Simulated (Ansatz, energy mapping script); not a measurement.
# Spin model of VSe2 monolayer from collinear orders

Aim: the exchange couplings of VSe2 monolayer from the energies of a few collinear orders, and the ordering temperature that they give.

Main program and level: Ansatz 0.2.0; r²SCAN with U = 2.08 eV on V d, ortho-atomic projectors; plane waves, U on orthogonalised atomic orbitals unless named otherwise, collinear spin, no spin–orbit coupling.

### Step 1. Starting point

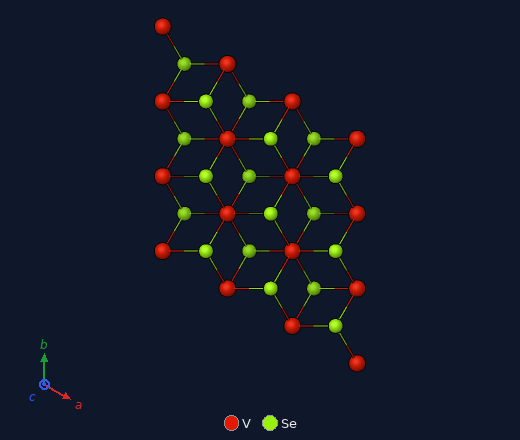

The cell as given, from above (vanadium red, selenium green). 3×3×1 cells are drawn. Some periodic images of atoms are drawn too.

The cell holds 3 atoms: 1 V and 2 Se. Cell: a = 3.355 Å, b = 3.355 Å, c = 18.067 Å, α = 90.0°, β = 90.0°, γ = 120.0°. It derives from VSe2. one layer cut from the bulk crystal, unrelaxed, 15 A of vacuum. Vacuum lies along c.

A Hubbard U penalises fractional filling of the shell. It raises the cost of virtual hops to the neighbours, so couplings that rest on such hops usually weaken.

### Step 2. Probe run

One run in the crystal's own cell, under PBEsol with U = 3.52 eV on V d, ortho-atomic projectors, shows which elements keep a moment. Transition or f elements with 0.3 μB or more enter the spin model; moments induced on other atoms do not.

input.yaml reads:

```yaml
crystal:
  lattice:
    - [3.354999867, 0.0, 0.0]
    - [-1.677499934, 2.905515115, 0.0]
    - [0.0, 0.0, 18.067]
  atoms:
    - { symbol: V, position: [0.0, 0.0, 0.5], spin: 2.0 }
    - { symbol: Se, position: [0.666666667, 0.333333333, 0.584879] }
    - { symbol: Se, position: [0.333333333, 0.666666667, 0.415121] }
magnetization:
  spin_polarized: true
kpoints:
  mp_grid: { grid: [9, 9, 1] }
hamiltonian:
  xc: pbesol
  hubbard:
    sites: [{ species: V, l: d, u_eff: 3.52 }]
    projectors: ortho-atomic
scf:
  occupations: { method: fermi_dirac, width: 0.05 }
output:
  eigenvalues: true
```

Command:

```console
ansatz run input.yaml --threads 4 --pin off --max-ram 8192MiB --backend cpu --events-out ev --progress --plain --runs-dir out
```

Numbers of over 12 decimals in the logs are rounded to 6 here.

Log:

```text
Engine: ansatz 0.2.0, aarch64-unknown-linux-gnu
Pseudopotentials: kind: paw
Pseudopotential: V, paw, valence charge 13, recommended cutoff 420 eV (normal), V.paw.azcp
Pseudopotential: Se, paw, valence charge 16, recommended cutoff 420 eV (normal), Se.paw.azcp
Functional definition: PBEsol
  exchange = pbesol_x
  correlation = pbesol_c
Crystal: 3 atoms, lattice volume = 176.117 Å³
Basis set: ecut = 420 eV, 3493 PW (Γ)
Bands: 29, of which v1, the nominal top of the filled ones, is band 23 counted from 1 (22 counted from 0)
Symmetry: 12 space group operations
Space group: P-3m1 (ITA 164), of the structure as read, at distance tolerance 5.6e-5 Å
Magnetic group: BNS 164.85 (UNI 1315), of the structure as read, at distance tolerance 5.6e-5 Å
k-points: 12 of 81
Non-local potential: V, projectors of the file, l = 0: 3, l = 1: 2, l = 2: 3, l = 3: 1
Non-local potential: Se, projectors of the file, l = 0: 2, l = 1: 2, l = 2: 3, l = 3: 1
PAW form: soft (Blöchl's): semilocal exchange-correlation on the pseudo side does not see the compensation charge
PAW frozen core: V, regenerated for the run's functional, and the local potential with it (the file was generated under x = pbe(κ = 0.804, μ = 0.219515), c = pbe(β = 0.066725))
PAW frozen core: Se, regenerated for the run's functional, and the local potential with it (the file was generated under x = pbe(κ = 0.804, μ = 0.219515), c = pbe(β = 0.066725))
PAW one-centre angular grid: V, 590 points (default); XC on 64 Gauss nodes
PAW one-centre angular grid: Se, 590 points (default); XC on 64 Gauss nodes
Initial density: superposition of atomic densities (neutral atoms: chi_scale 0, normalization atom)
Starting moments: Σ|m| = 2 μB on 1 of 3 sites
Initial wavefunctions: pseudopotential atomic-orbital guess
Functional: x = pbesol(κ = 0.804, μ = 0.123457), c = pbesol(β = 0.046)
iter 1 solved again at ethr=2.99e-3 eV; its pass at ethr=3.10e-3 eV (dr2=1.34e0 eV) is discarded
SCF iter   1: F=—  HF=-13732.117424 eV  |F-HF|=—  |Δ(HF+E_count)|=         —  Δρ=2.14e-2 (↑2.14e-2 ↓1.35e-2)  dr2=1.38e0  dr2_m=2.86e-1  M=1.193 μB ∫|m|=2.196 μB  β_m=0.30  ethr=2.99e-3  ⟨swp⟩=1.0  Hψ=4334  notcnv=0
preconditioner: auto → none  [metal: Δε(μ)=0.026 eV  Ē_g=9.013 eV  σ=0.050 eV  W_gap=0.13  n_scr=18 (ndim 8)  ℏωp=11.5 eV  f_vac=0.634  D(μ)=1.15/eV (n_scr^D=6)  sad-step TF]
SCF iter   2: F=—  HF=-13732.145320 eV  |F-HF|=—  |Δ(HF+E_count)|=   2.79e-2  Δρ=1.12e-2 (↑9.01e-3 ↓1.12e-2)  dr2=1.18e0  dr2_m=9.39e-2  M=1.207 μB ∫|m|=2.405 μB  β_m=0.30  ethr=2.99e-3  ⟨swp⟩=2.2  Hψ=892  notcnv=0
[...]
Symmetry: 4 space group operations
k-points: 25 of 81
[...]
spin=Collinear: Resta preconditioning applied to the charge; magnetization (m = ρ↑ − ρ↓) channel mixes plain (no charge-response kernel on spin).
[...]
SCF 3 converged in 6 iterations: F = -13732.311979 eV  dr2 = 1.30e-8
[...]
spin=Collinear: Resta preconditioning applied to the charge; magnetization (m = ρ↑ − ρ↓) channel mixes plain (no charge-response kernel on spin).
[...]
SCF 4 converged in 2 iterations: F = -13732.311979 eV  dr2 = 8.09e-9
[...]
spin=Collinear: Resta preconditioning applied to the charge; magnetization (m = ρ↑ − ρ↓) channel mixes plain (no charge-response kernel on spin).
[...]
an SCF along what the orbitals of the run's state read of its open shells (or to have them read: on a GPU, or by another smearing), with 8 of the crystal's symmetry operations given up (25 k-points in place of 12), reached no lower state that the run goes on to. This is no proof of a minimum
SCF converged after 2 iterations
Stability not told: the lowest value that the SCF's own minimisation read on its close, 1.2e-1 (residual 1.8e-3), is positive but too near zero to vouch for directions that it does not look along: no lower mode is shown, and none is ruled out
Magnetization: 1.2144 μB (23.1072 up, 21.8928 down)
Absolute magnetization: 2.2662 μB (∫|ρ↑−ρ↓|, with the PAW one-centre terms)
Spin contamination: 0.2972 ħ² per cell (⟨S²⟩ above its minimum at these occupations)
Per-site moments (μB) at R_I (Å): [(1.506365, 1.019105), (-0.183885, 1.019105), (-0.183885, 1.019105)]
Free energy (F): -13732.311979 eV
Harris-Foulkes:  -13732.311979 eV  (|F-HF|=3.59e-9)
Internal energy: -13732.305054 eV  (E = F + TS)
E sigma→0 (E₀):  -13732.308516 eV
Entropy (-TS):   -0.006925 eV (-2.308 meV/atom)
Fermi energy:    -0.131748 eV
--- Per-component energies (eV) ---
  E_band       = -1389.877493
  E_kinetic    = 574.637806
  E_local      = -36213.348190  (includes V_loc(G=0)·N_el)
  E_nonlocal   = -1228.424887
  E_hartree    = 17800.593780
  E_xc         = -336.751365
  E_vxc        = -361.712775  (∫ρ·V_xc dr)
  E_hubbard    = 2.857648  (on-site DFT+U / exact-exchange correction)
  E_vhub       = -0.879589  (the Hubbard potential's part of the band-sum identity)
  E_paw        = -4822.197730  (= ΣΔE_a)
  E_vpaw       = 238.656158  (= ΣTr[D̂ρ^β])
  E_aug_tail   = -0.000850  (compensation charges beyond the density's cutoff)
  E_ewald      = 10488.162154
  E_core_change = 2.166580  (= ΣΔE_core)
  E_smearing   = -0.006925  (= −TS)
  E_closure    = 0.000000  (closes the sum)
  Σ components = -13732.311979   (vs F -13732.311979, Δ=0.00e0)
--- Band table (eV; the first three rows and the last of 50) ---
  k-point 0 ↑: bands = [... 19 lower, -1.8508, -1.5792, -1.5732, 0.5949, 1.1376, 1.1420, 3.5058, 3.6960, ... 2 higher]
  k-point 1 ↑: bands = [... 19 lower, -2.0695, -1.8356, -1.1035, 0.0154, 1.0465, 1.1022, 2.8479, 3.3907, ... 2 higher]
  k-point 2 ↑: bands = [... 19 lower, -2.3856, -2.2063, -1.0739, -0.7737, 0.7813, 1.1839, 2.1935, 3.1400, ... 2 higher]
  k-point 24 ↓: bands = [... 19 lower, -2.3087, -2.0016, -1.7334, 1.7302, 3.0582, 3.3641, 3.8158, 4.0821, ... 2 higher]
Occupation matrices written to <dir>
```

It took 49 s on 4 threads of Arm Neoverse V2, shared host; peak memory 0.95 GiB; 3 min of CPU time.

Reading the cycles: dr2 is the Hartree energy of the density residual (eV), the measure of convergence; HF is the Harris–Foulkes estimate of the energy, which meets the free energy F at convergence.

Spin moment in the sphere by atom:

```
atom  spin moment in the sphere (μB)
  V1                            1.51
 Se2                           -0.18
 Se3                           -0.18
```

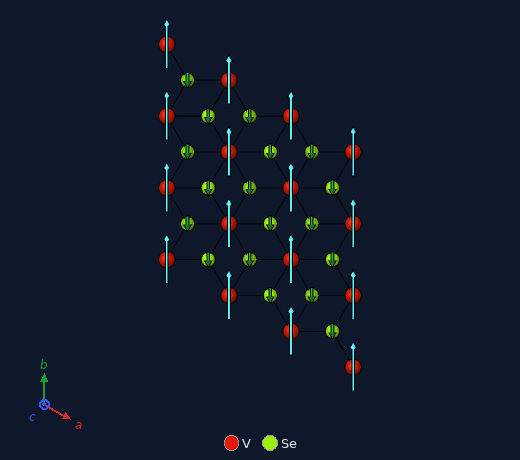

Spin moment in the sphere as arrows, the longest 1.51 μB. Up and down stand for the sign. Arrows give size and sign along the axis of quantisation, drawn up and down the page. Each arrow also spans its atom, so small moments look longer than they are. The two directions have two colours. 3×3×1 cells are drawn. Some periodic images of atoms are drawn too.

The run ends ferromagnetic; V carries the moments.

### Step 3. A run to fix the orbital filling

A corrected shell can settle in several orbital fillings. One parallel run, with an occupation width a fifth wider than the orders use, therefore is to supply the occupation matrices. All orders start from them.

input.yaml, the sections that differ from step 2:

```yaml
kpoints:
  mp_grid: { grid: [12, 12, 1] }
hamiltonian:
  xc: r2scan
  hubbard:
    sites: [{ species: V, l: d, u_eff: 2.08 }]
    projectors: ortho-atomic
scf:
  occupations: { method: fermi_dirac, width: 0.048 }
# crystal, magnetization, output: as in step 2
```

Log:

```text
[...]
Crystal: 3 atoms, lattice volume = 176.117 Å³
Basis set: ecut = 500 eV, 4433 PW (Γ), exchange–correlation on 100×100×540 points (64 copies of the dense FFT grid, shifted against one another)
Bands: 29, of which v1, the nominal top of the filled ones, is band 23 counted from 1 (22 counted from 0)
Symmetry: 12 space group operations
[...]
k-points: 19 of 144
[...]
Starting moments: Σ|m| = 2 μB on 1 of 3 sites
[...]
SCF iter   1: F=—  HF=-13873.381598 eV  |F-HF|=—  |Δ(HF+E_count)|=         —  Δρ=2.49e-2 (↑2.49e-2 ↓1.40e-2)  dr2=1.50e0  dr2_τ=3.06e-2  dr2_m=3.55e-1  M=1.109 μB ∫|m|=2.047 μB  β_m=0.30  ethr=3.10e-3  ⟨swp⟩=9.3  Hψ=5521  notcnv=0
[...]
SCF iter  23: F=-13873.689927 eV  HF=-13873.689927 eV  |F-HF|=5.48e-9  |Δ(HF+E_count)|=   3.84e-8  Δρ=1.51e-6 (↑1.51e-6 ↓1.09e-6)  dr2=3.46e-9  dr2_τ=9.90e-11  dr2_m=1.04e-9  M=1.131 μB ∫|m|=2.355 μB  ethr=3.93e-11  ⟨swp⟩=4.2  Hψ=3475  notcnv=0
SCF 1 converged in 23 iterations: F = -13873.689927 eV  dr2 = 3.46e-9
[...]
point 1 (+, 4.0e-4 eV away): F - F(close) = -7.247e-5 eV
  point 2 (+, 1.6e-3 eV away): F - F(close) = -2.773e-4 eV
  point 3 (+, 6.4e-3 eV away): F - F(close) = -1.007e-3 eV
  point 4 (+, 2.6e-2 eV away): F - F(close) = -3.255e-3 eV
  point 5 (+, 1.0e-1 eV away): F - F(close) = -7.758e-3 eV
  point 6 (+, 4.1e-1 eV away): F - F(close) = -2.781e-3 eV
  point 7 (-, 6.4e-3 eV away): F - F(close) = -1.446e-3 eV
  point 8 (-, 2.6e-2 eV away): F - F(close) = -6.673e-3 eV
  point 9 (-, 1.0e-1 eV away): F - F(close) = -3.468e-2 eV
  point 10 (-, 4.1e-1 eV away): F - F(close) = -9.199e-2 eV
  point 11 (-, 1.6e0 eV away): F - F(close) = -1.078e-1 eV
  point 12 (-, 6.6e0 eV away): F - F(close) = +1.835e-1 eV
[...]
SCF 2 converged in 10 iterations: F = -13873.817207 eV  dr2 = 9.18e-9
[...]
Symmetry: 4 space group operations
k-points: 43 of 144
[...]
SCF 3 converged in 7 iterations: F = -13873.835213 eV  dr2 = 1.13e-9
[...]
SCF 4 converged in 2 iterations: F = -13873.835213 eV  dr2 = 4.20e-10
Symmetry: 2 space group operations
k-points: 74 of 144
[...]
SCF converged after 2 iterations
Magnetization: 1.2363 μB (23.1182 up, 21.8818 down)
Absolute magnetization: 2.1769 μB (∫|ρ↑−ρ↓|, with the PAW one-centre terms)
[...]
Per-site moments (μB) at R_I (Å): [(1.484723, 1.019105), (-0.165486, 1.019105), (-0.165486, 1.019105)]
Free energy (F): -13873.835213 eV
[...]
Internal energy: -13873.828141 eV  (E = F + TS)
E sigma→0 (E₀):  -13873.831677 eV
Entropy (-TS):   -0.007072 eV (-2.357 meV/atom)
Fermi energy:    -0.151986 eV
[...]
--- Band table (eV; the first three rows and the last of 86) ---
  k-point 0 ↑: bands = [... 19 lower, -2.0296, -1.8200, -1.4770, 0.3448, 1.0090, 1.0207, 3.5013, 3.8397, ... 2 higher]
  k-point 1 ↑: bands = [... 19 lower, -2.1602, -1.6373, -1.4553, 0.0476, 0.9151, 1.0052, 3.1988, 3.5558, ... 2 higher]
  k-point 2 ↑: bands = [... 19 lower, -2.4767, -2.0875, -1.1886, -0.5697, 0.8215, 0.9908, 2.5318, 3.2909, ... 2 higher]
  k-point 42 ↓: bands = [... 19 lower, -2.3292, -2.3175, -1.2017, 1.1969, 2.8898, 3.3756, 4.2199, 4.2276, ... 2 higher]
Occupation matrices written to <dir>
```

The job ended after 4.3 min (4 threads; peak memory 2.5 GiB).

Read from the output:

```yaml
final_state: ferromagnetic
electrons_in_the_corrected_shells: 3.716 e
largest_moment: 1.485 μB
```

### Step 4. Order 1: parallel, cell A of 6 atoms

The parallel order is the zero of energy for this cell and mesh.

input.yaml reads:

```yaml
crystal:
  lattice:
    - [3.354999867, 0.0, 0.0]
    - [-3.354999868, 5.81103023, 0.0]
    - [0.0, 0.0, 18.067]
  atoms:
    - { symbol: V, position: [0.0, 0.0, 0.5], spin: 2.0 }
    - { symbol: V, position: [0.0, 0.5, 0.5], spin: 2.0 }
    - { symbol: Se, position: [0.666666667, 0.166666666, 0.584879] }
    - { symbol: Se, position: [0.666666667, 0.666666667, 0.584879] }
    - { symbol: Se, position: [0.333333333, 0.333333334, 0.415121] }
    - { symbol: Se, position: [0.333333333, 0.833333333, 0.415121] }
magnetization:
  spin_polarized: true
kpoints:
  mp_grid: { grid: [12, 6, 1] }
hamiltonian:
  xc: r2scan
  hubbard:
    sites:
      - { species: V, l: d, u_eff: 2.08 }
      - { site: 0, l: d, u_eff: 2.08, starting_ns: [{ spin: up, occupation_matrix: v1_major }, { spin: down, occupation_matrix: v1_minor }] }
      - { site: 1, l: d, u_eff: 2.08, starting_ns: [{ spin: up, occupation_matrix: v1_major }, { spin: down, occupation_matrix: v1_minor }] }
    projectors: ortho-atomic
    occupation_matrices:
      v1_major:
        matrix:
          - [0.244, 0.003, 0.002, 0.021, 0.037]
          - [0.003, 0.648, 0.013, 0.039, 0.186]
          - [0.002, 0.013, 0.633, 0.141, 0.039]
          - [0.021, 0.039, 0.141, 0.519, 0.152]
          - [0.037, 0.186, 0.039, 0.152, 0.695]
      v1_minor:
        matrix:
          - [0.102, -0.001, 0.0, -0.001, -0.001]
          - [-0.001, 0.27, 0.002, -0.002, -0.115]
          - [0.0, 0.002, 0.268, -0.112, -0.002]
          - [-0.001, -0.002, -0.112, 0.172, -0.006]
          - [-0.001, -0.115, -0.002, -0.006, 0.165]
scf:
  occupations: { method: fermi_dirac, width: 0.04 }
output:
  eigenvalues: true
  write_density: true
  write_potential: true
  elf: true
  volumetric_format: npy
```

Log:

```text
Warning: crystal.symmetry: narrowed to the stabiliser of the occupation matrices — unitary ops 8 → 4; lowered by the specified shells (site 0, l: d), (site 1, l: d); largest admitted image defect 2.2e-16, smallest excluded 3.0e-1 — at a splitting's scale: the group the occupation matrices' own texture admits
[...]
Crystal: 6 atoms, lattice volume = 352.234 Å³
Basis set: ecut = 500 eV, 8909 PW (Γ), exchange–correlation on 100×200×540 points (64 copies of the dense FFT grid, shifted against one another)
Bands: 57, of which v1, the nominal top of the filled ones, is band 45 counted from 1 (44 counted from 0)
Symmetry: 4 space group operations
k-points: 38 of 72
[...]
Starting moments: Σ|m| = 4 μB on 2 of 6 sites
[...]
SCF iter  21: F=-27747.668243 eV  HF=-27747.668243 eV  |F-HF|=3.68e-8  |Δ(HF+E_count)|=   2.09e-7  Δρ=1.70e-6 (↑1.70e-6 ↓1.06e-6)  dr2=6.65e-9  dr2_τ=1.80e-10  dr2_m=5.28e-10  M=2.469 μB ∫|m|=4.399 μB  ethr=1.78e-11  ⟨swp⟩=5.0  Hψ=13807  notcnv=0
SCF 1 converged in 21 iterations: F = -27747.668243 eV  dr2 = 6.65e-9
[...]
WARN: The output density's exchange-correlation potential varies sharply where the density is thin. Do not read a vacuum level from v_tot or v_xc, or from such a field of the output density. On a cell that repeats whose density bears no net charge and no dipole along the vacuum's axis use v_es (v_loc + v_h of the components); under efield.dipole_correction with no amplitude use v_es + v_field, which holds any externa [...]
this state was not tested for a lower state beside it, because the mixer in use, unlike msr1, does not test its closes by its own steps (another_mixer; see scf.mixing.algorithm and scf.lower_state_search)
SCF converged after 21 iterations
Magnetization: 2.4693 μB (46.2347 up, 43.7653 down)
Absolute magnetization: 4.3536 μB (∫|ρ↑−ρ↓|, with the PAW one-centre terms)
[...]
Per-site moments (μB) at R_I (Å): [(1.484017, 1.019105), (1.484017, 1.019105), (-0.165735, 1.019105), (-0.165735, 1.019105), (-0.165735, 1.019105), (-0.165735, 1.019105)]
Free energy (F): -27747.668243 eV
[...]
Internal energy: -27747.658184 eV  (E = F + TS)
E sigma→0 (E₀):  -27747.663214 eV
Entropy (-TS):   -0.010059 eV (-1.676 meV/atom)
Fermi energy:    -0.151179 eV
[...]
--- Specified on-site occupations, and those of the state reported ---
  electrons in the specified blocks: 7.4320 specified, 7.4326 found
  site 1 (l=d) ↑: largest change of an orbital's occupation 0.0018; electrons 2.7390 specified, 2.7388 found; spectral distance 0.0017
[...]
site 1 (l=d) ↓: largest change of an orbital's occupation 0.0011; electrons 0.9770 specified, 0.9775 found; spectral distance 0.0006
[...]
--- Band table (eV; the first three rows and the last of 76) ---
  k-point 0 ↑: bands = [... 41 lower, -1.8196, -1.5816, -1.4732, -0.9781, -0.6762, 0.3446, 1.0097, 1.0214, ... 8 higher]
  k-point 1 ↑: bands = [... 41 lower, -1.6419, -1.6339, -1.4548, -1.1931, -0.3372, 0.0481, 0.9152, 1.0060, ... 8 higher]
  k-point 2 ↑: bands = [... 41 lower, -1.9797, -1.7461, -1.2089, -1.1881, -0.5680, 0.1215, 0.8212, 0.9915, ... 8 higher]
  k-point 37 ↓: bands = [... 41 lower, -2.8906, -2.1154, -2.1154, 2.2361, 2.2361, 2.7217, 2.7217, 2.9832, ... 8 higher]
Occupation matrices written to <dir>
```

Wall time 1.7 min (4 threads); peak memory 3.2 GiB.

Spin moment in the sphere by atom:

```
atom  spin moment in the sphere (μB)
  V1                            1.48
  V2                            1.48
 Se3                           -0.17
 Se4                           -0.17
 Se5                           -0.17
 Se6                           -0.17
```

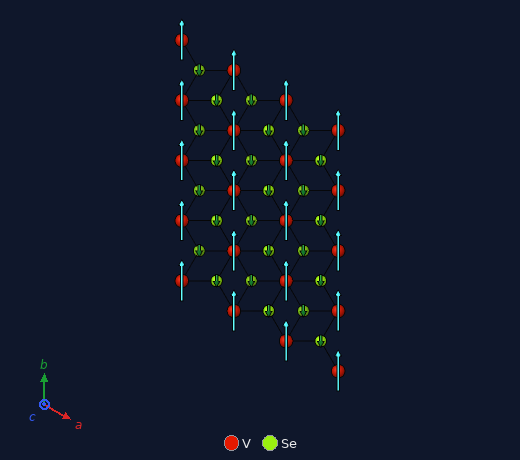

Spin moment in the sphere as arrows, the longest 1.48 μB. Up and down stand for the sign. Arrows give size and sign along the axis of quantisation, drawn up and down the page. Each arrow also spans its atom, so small moments look longer than they are. The two directions have two colours. 3×2×1 cells are drawn. Some periodic images of atoms are drawn too.

The run ends ferromagnetic.

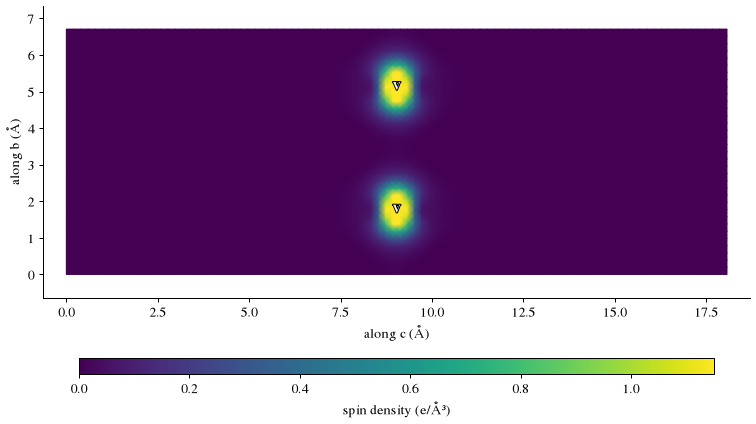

Spin density in the cb plane at fractional x = 0.000, with atoms of V within 0.2 Å of it. The map starts off the cell's origin, so that atoms lie inside it.

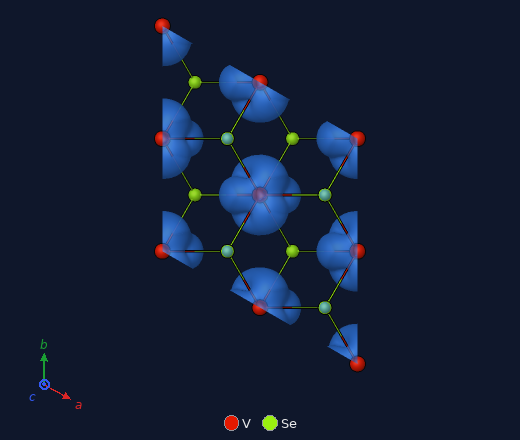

Surface of spin density = 0.052 e/Å³, which holds about 70 % of the integral of its size. 2×1×1 cells are drawn.

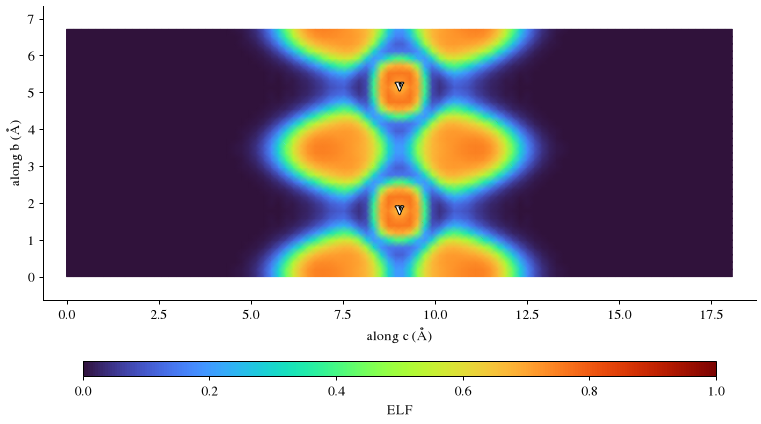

ELF in the cb plane at fractional x = 0.000, with atoms of V within 0.2 Å of it. It is the smooth field of the valence electrons, not physical close to the nuclei. The map starts off the cell's origin, so that atoms lie inside it.

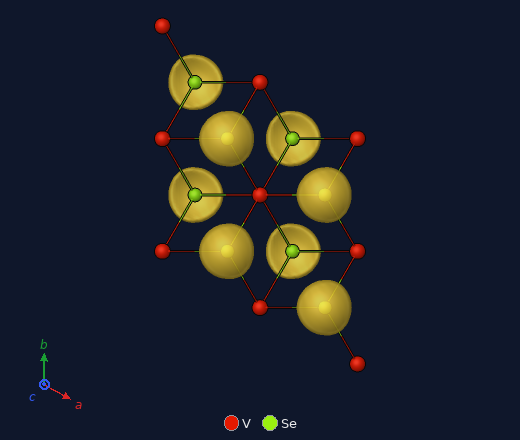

Surface of ELF = 0.81. 2×1×1 cells are drawn.

(Continued in part 2 of 3.)

[Logs and program files are shortened in this print: banners, set-up blocks, solver, clock and traceback lines can be left out without a mark of their own.]

[Logs are printed without paths, hosts, clocks, repeated set-up lines and the standing remarks that a program may print on its own settings, such as how far it seeks lower states.]

[Hosts, paths, dates, database ids (printed as entryN), source tags and the programs' standing remarks are cut or masked in the printed files.]

[Where a cell is said to come from a database of computed structures, the database is the Materials Project.]
